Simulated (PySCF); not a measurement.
# Run report: C6H9BS, geometry relaxation

System: C6H9BS, SMILES CB(C)c1cccs1.
Method: PBE0-D3(BJ)/ma-def2-SVP geometry optimisation, gas phase (PySCF 2.14.0).

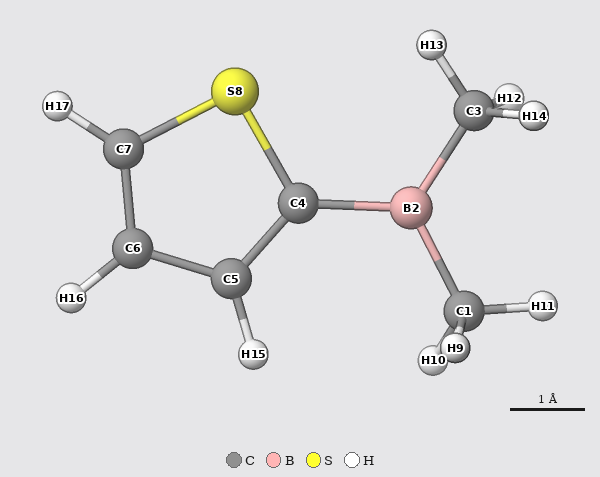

The input geometry (ball-and-stick view, seen on its broad side; atoms are numbered from 1 in the order of the input). Bond lengths as drawn: B–C 1.54 to 1.58 Å, C–C 1.36 to 1.40 Å, C–H 1.07 to 1.09 Å and C–S 1.71 to 1.75 Å.

Summary

```tsv
quantity	value
outcome	converged
total energy	−656.370456 hartree
dipole moment	0.85 D
point group	C1
hardware	1 CPU thread, shared host
wall time	1.8 min
peak memory	0.85 GiB
```

The input
```
{"job": {"xc": "PBE0", "basis": "ma-def2-SVP", "d3": "d3bj", "grid": 1, "kind": "geom"}, "charge": 0, "multiplicity": 1}
C     -1.918345    -1.095224     0.183266
B     -1.047599     0.144852    -0.268650
C     -1.746585     1.414297    -0.891447
C      0.477802     0.101460    -0.092165
C      1.263295    -0.888300     0.452894
C      2.638613    -0.604542     0.464263
C      2.916091     0.614172    -0.077324
S      1.505441     1.422488    -0.604016
H     -1.777742    -1.920446    -0.514769
H     -1.629657    -1.473551     1.161463
H     -2.983564    -0.881095     0.210765
H     -2.275593     1.958441    -0.108308
H     -1.057788     2.114978    -1.358106
H     -2.502508     1.142632    -1.626274
H      0.849689    -1.804356     0.836479
H      3.389942    -1.268931     0.854070
H      3.872936     1.083890    -0.196494
```

The first line tells a small driver script what to run in PySCF; the rest is the geometry in Å.

Launched with:
```bash
OMP_NUM_THREADS=1 python <driver script> task.json out
```

What the program printed
```
step   0  E = -656.36797134  max force = 0.012377
step   1  E = -656.37013769  max force = 0.001595
step   2  E = -656.37019382  max force = 0.000256
step   3  E = -656.37025560  max force = 0.001011
step   4  E = -656.37032902  max force = 0.001745
step   5  E = -656.37038429  max force = 0.001262
step   6  E = -656.37044268  max force = 0.000360
step   7  E = -656.37045589  max force = 0.000304
optimisation converged
```

Trajectory as extended XYZ (Å, eV, eV/Å), 8 frames, from step=0 to step=7
```
17
Properties=species:S:1:pos:R:3:forces:R:3 step=0 energy=-17860.68224
C    -1.9183   -1.0952    0.1833    0.2192   0.4917  -0.0433
B    -1.0476    0.1449   -0.2686   -0.4410   0.0510  -0.0606
C    -1.7466    1.4143   -0.8914    0.4189  -0.3790   0.0428
C     0.4778    0.1015   -0.0922    0.0626   0.4783  -0.2165
C     1.2633   -0.8883    0.4529    0.0286   0.0357  -0.0098
C     2.6386   -0.6045    0.4643   -0.0307  -0.2012   0.0831
C     2.9161    0.6142   -0.0773   -0.3812   0.4925  -0.2656
S     1.5054    1.4225   -0.6040   -0.1317  -0.2870   0.1159
H    -1.7777   -1.9204   -0.5148    0.1102  -0.3660  -0.3574
H    -1.6297   -1.4735    1.1615    0.1824  -0.1927   0.4354
H    -2.9836   -0.8811    0.2108   -0.4651   0.1237  -0.0170
H    -2.2756    1.9584   -0.1083   -0.2592   0.1843   0.4123
H    -1.0578    2.1150   -1.3581    0.2588   0.3371  -0.1964
H    -2.5025    1.1426   -1.6263   -0.3583  -0.1779  -0.2887
H     0.8497   -1.8044    0.8365   -0.2689  -0.5068   0.2162
H     3.3899   -1.2689    0.8541    0.4189  -0.3345   0.1996
H     3.8729    1.0839   -0.1965    0.6364   0.2506  -0.0498
17
Properties=species:S:1:pos:R:3:forces:R:3 step=1 energy=-17860.74119
C    -1.9231   -1.0683    0.2013   -0.0477  -0.0696   0.0395
B    -1.0542    0.1576   -0.2755    0.0328  -0.0077  -0.0080
C    -1.7506    1.4030   -0.9355   -0.0336   0.0820  -0.0197
C     0.4825    0.1072   -0.0847   -0.0138  -0.0010   0.0007
C     1.2656   -0.8914    0.4759   -0.0645  -0.0734   0.0331
C     2.6505   -0.6103    0.4845    0.0592  -0.0306   0.0241
C     2.9291    0.6178   -0.0723    0.0801   0.0269  -0.0128
S     1.5122    1.4060   -0.6018   -0.0028   0.0253  -0.0149
H    -1.7880   -1.8991   -0.5178    0.0005   0.0426   0.0041
H    -1.6144   -1.4661    1.1821    0.0151   0.0123  -0.0296
H    -3.0017   -0.8513    0.2397    0.0128   0.0078  -0.0079
H    -2.3089    1.9390   -0.1430    0.0127  -0.0408  -0.0232
H    -1.0785    2.1330   -1.4114   -0.0012  -0.0049   0.0049
H    -2.5140    1.0979   -1.6720    0.0159  -0.0196   0.0316
H     0.8354   -1.8151    0.8717    0.0128   0.0391  -0.0108
H     3.4171   -1.2783    0.8830   -0.0229   0.0211  -0.0099
H     3.9085    1.0851   -0.1913   -0.0555  -0.0094  -0.0011
17
Properties=species:S:1:pos:R:3:forces:R:3 step=2 energy=-17860.74272
C    -1.9227   -1.0703    0.1960    0.0029  -0.0040   0.0127
B    -1.0517    0.1568   -0.2781   -0.0051  -0.0050  -0.0018
C    -1.7523    1.3980   -0.9443    0.0018   0.0090  -0.0007
C     0.4840    0.1089   -0.0805   -0.0017  -0.0090  -0.0039
C     1.2654   -0.8839    0.4938    0.0022   0.0017  -0.0009
C     2.6519   -0.6027    0.5000   -0.0002   0.0030   0.0031
C     2.9318    0.6189   -0.0722    0.0002  -0.0106  -0.0032
S     1.5149    1.4007   -0.6135    0.0024   0.0054   0.0032
H    -1.7960   -1.8884   -0.5379   -0.0050   0.0132  -0.0044
H    -1.6041   -1.4814    1.1672    0.0040  -0.0047  -0.0104
H    -2.9994   -0.8479    0.2447    0.0049   0.0023   0.0023
H    -2.3188    1.9257   -0.1535    0.0007  -0.0088  -0.0065
H    -1.0851    2.1328   -1.4189   -0.0032  -0.0011   0.0014
H    -2.5104    1.0802   -1.6801    0.0068  -0.0041   0.0064
H     0.8344   -1.8015    0.8999    0.0021   0.0087   0.0025
H     3.4174   -1.2658    0.9064   -0.0052   0.0068   0.0025
H     3.9089    1.0866   -0.1968   -0.0076  -0.0028  -0.0024
17
Properties=species:S:1:pos:R:3:forces:R:3 step=3 energy=-17860.74440
C    -1.9179   -1.0787    0.1888    0.0387   0.0473  -0.0101
B    -1.0484    0.1505   -0.2837   -0.0148  -0.0046  -0.0009
C    -1.7553    1.3770   -0.9712    0.0186  -0.0486   0.0244
C     0.4853    0.1141   -0.0725    0.0052  -0.0087  -0.0033
C     1.2659   -0.8608    0.5331    0.0451   0.0489  -0.0256
C     2.6526   -0.5759    0.5373   -0.0412   0.0284  -0.0173
C     2.9321    0.6297   -0.0688   -0.0520  -0.0311   0.0080
S     1.5154    1.3937   -0.6365    0.0046  -0.0130   0.0116
H    -1.8195   -1.8689   -0.5787   -0.0131  -0.0155  -0.0124
H    -1.5755   -1.5248    1.1349   -0.0055  -0.0177   0.0073
H    -2.9901   -0.8459    0.2703   -0.0041  -0.0047   0.0125
H    -2.3413    1.8965   -0.1906   -0.0104   0.0267   0.0057
H    -1.0951    2.1192   -1.4436   -0.0027  -0.0009  -0.0021
H    -2.4990    1.0360   -1.7104   -0.0040   0.0108  -0.0217
H     0.8351   -1.7667    0.9626   -0.0051  -0.0162   0.0132
H     3.4174   -1.2256    0.9647    0.0108  -0.0051   0.0123
H     3.9069    1.0969   -0.2043    0.0300   0.0039  -0.0014
17
Properties=species:S:1:pos:R:3:forces:R:3 step=4 energy=-17860.74639
C    -1.9066   -1.1011    0.1761    0.0640   0.0794  -0.0439
B    -1.0431    0.1314   -0.2966   -0.0168  -0.0050   0.0082
C    -1.7598    1.3277   -1.0269    0.0246  -0.0883   0.0417
C     0.4866    0.1228   -0.0600    0.0131  -0.0100  -0.0092
C     1.2679   -0.8104    0.6074    0.0721   0.0775  -0.0447
C     2.6524   -0.5128    0.6121   -0.0673   0.0399  -0.0305
C     2.9291    0.6597   -0.0571   -0.0897  -0.0445   0.0106
S     1.5126    1.3796   -0.6811    0.0048  -0.0197   0.0252
H    -1.8776   -1.8349   -0.6511   -0.0228  -0.0396  -0.0124
H    -1.5194   -1.6178    1.0659   -0.0112  -0.0224   0.0242
H    -2.9663   -0.8495    0.3325   -0.0107  -0.0096   0.0217
H    -2.3791    1.8433   -0.2712   -0.0177   0.0578   0.0141
H    -1.1082    2.0774   -1.4988   -0.0021  -0.0034  -0.0042
H    -2.4760    0.9490   -1.7745   -0.0110   0.0236  -0.0431
H     0.8396   -1.6942    1.0814   -0.0109  -0.0350   0.0220
H     3.4168   -1.1311    1.0831    0.0235  -0.0125   0.0203
H     3.9005    1.1267   -0.2104    0.0581   0.0119   0.0000
17
Properties=species:S:1:pos:R:3:forces:R:3 step=5 energy=-17860.74790
C    -1.9018   -1.1147    0.1706    0.0460   0.0493  -0.0366
B    -1.0416    0.1177   -0.3050   -0.0119   0.0022   0.0079
C    -1.7599    1.3029   -1.0521    0.0172  -0.0649   0.0263
C     0.4864    0.1232   -0.0588    0.0089  -0.0015  -0.0026
C     1.2697   -0.7891    0.6344    0.0484   0.0506  -0.0320
C     2.6511   -0.4805    0.6444   -0.0458   0.0227  -0.0230
C     2.9244    0.6789   -0.0478   -0.0611  -0.0251   0.0089
S     1.5077    1.3758   -0.6962    0.0031  -0.0167   0.0137
H    -1.9132   -1.8269   -0.6762   -0.0188  -0.0313  -0.0076
H    -1.4953   -1.6606    1.0338   -0.0076  -0.0132   0.0190
H    -2.9529   -0.8540    0.3669   -0.0069  -0.0049   0.0172
H    -2.3869    1.8279   -0.3090   -0.0119   0.0431   0.0125
H    -1.1063    2.0492   -1.5268   -0.0005  -0.0025  -0.0040
H    -2.4675    0.9158   -1.8037   -0.0098   0.0178  -0.0310
H     0.8443   -1.6657    1.1248   -0.0080  -0.0268   0.0148
H     3.4164   -1.0823    1.1356    0.0176  -0.0092   0.0146
H     3.8946    1.1484   -0.2041    0.0411   0.0105   0.0019
17
Properties=species:S:1:pos:R:3:forces:R:3 step=6 energy=-17860.74949
C    -1.8971   -1.1303    0.1699   -0.0021  -0.0185   0.0007
B    -1.0414    0.0991   -0.3172    0.0006   0.0076   0.0005
C    -1.7583    1.2757   -1.0793   -0.0027   0.0063  -0.0111
C     0.4855    0.1197   -0.0643   -0.0035   0.0058   0.0028
C     1.2729   -0.7741    0.6475   -0.0114  -0.0120   0.0089
C     2.6486   -0.4478    0.6705    0.0113  -0.0080   0.0047
C     2.9152    0.7063   -0.0318    0.0129   0.0093  -0.0047
S     1.4983    1.3780   -0.7036   -0.0007   0.0009  -0.0044
H    -1.9586   -1.8326   -0.6838   -0.0037   0.0012  -0.0003
H    -1.4710   -1.6964    1.0113    0.0010   0.0055  -0.0019
H    -2.9364   -0.8575    0.4119    0.0028   0.0053   0.0015
H    -2.3785    1.8263   -0.3476    0.0051  -0.0042   0.0022
H    -1.0960    2.0078   -1.5649    0.0014  -0.0001  -0.0025
H    -2.4680    0.8910   -1.8311   -0.0037  -0.0027   0.0071
H     0.8532   -1.6503    1.1456    0.0015   0.0014  -0.0046
H     3.4161   -1.0328    1.1799   -0.0016   0.0004  -0.0024
H     3.8839    1.1841   -0.1816   -0.0072   0.0017   0.0033
17
Properties=species:S:1:pos:R:3:forces:R:3 step=7 energy=-17860.74985
C    -1.8953   -1.1338    0.1708   -0.0044  -0.0157  -0.0031
B    -1.0405    0.0944   -0.3214    0.0033  -0.0004  -0.0013
C    -1.7579    1.2650   -1.0922   -0.0059   0.0105  -0.0071
C     0.4855    0.1207   -0.0636   -0.0028   0.0034   0.0030
C     1.2736   -0.7693    0.6524   -0.0097  -0.0097   0.0075
C     2.6483   -0.4382    0.6792    0.0096  -0.0057   0.0041
C     2.9132    0.7158   -0.0240    0.0117   0.0066  -0.0015
S     1.4962    1.3813   -0.7018    0.0001   0.0018  -0.0048
H    -1.9739   -1.8310   -0.6857   -0.0020   0.0038   0.0025
H    -1.4625   -1.7065    1.0041    0.0019   0.0055  -0.0016
H    -2.9296   -0.8551    0.4276    0.0023   0.0042   0.0004
H    -2.3725    1.8240   -0.3618    0.0050  -0.0043  -0.0003
H    -1.0956    1.9912   -1.5866    0.0012  -0.0008  -0.0020
H    -2.4725    0.8767   -1.8374   -0.0012  -0.0033   0.0099
H     0.8555   -1.6463    1.1503    0.0015   0.0028  -0.0046
H     3.4162   -1.0197    1.1922   -0.0026   0.0010  -0.0032
H     3.8805    1.1973   -0.1704   -0.0080   0.0002   0.0020
```

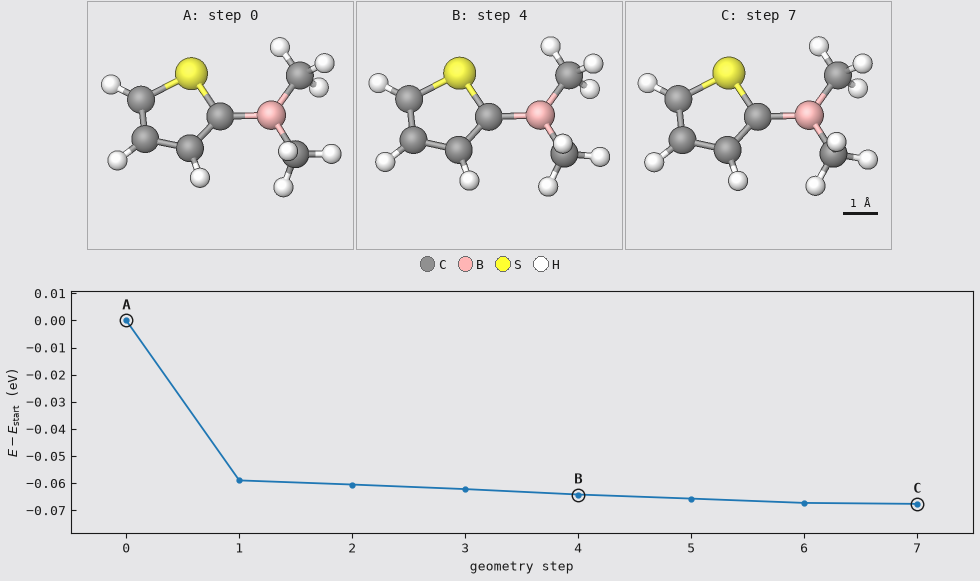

Frames of the relaxation (ball-and-stick view, seen at a tilt) above the curves, on which the letters mark them (steps are counted from 0).

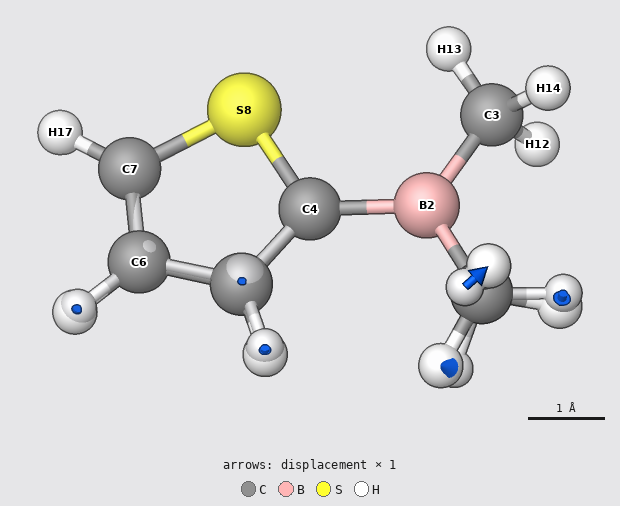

Start (faint) and end (solid) with the displacements as blue arrows, at true length (ball-and-stick view, seen at a tilt). The two geometries are laid on each other by the best rigid fit. The energy falls by 0.068 eV in 7 geometry steps. The largest force component goes from 0.64 to 0.016 eV/Å. H9 moves most after the best rigid fit: 0.42 Å. By element the largest moves are H 0.42 Å, C 0.08 Å, S 0.08 Å. B stays in place. Distances before and after: C7–H17 1.073 → 1.090 Å, C1–H9 1.090 → 1.107 Å, C5–H15 1.076 → 1.092 Å, C6–C7 1.362 → 1.377 Å. Among the angles that change: B2–C1–H9 109.9° → 106.7°, B2–C1–H10 112.6° → 115.4°. (Atoms are counted from 1 in the order of the input.)
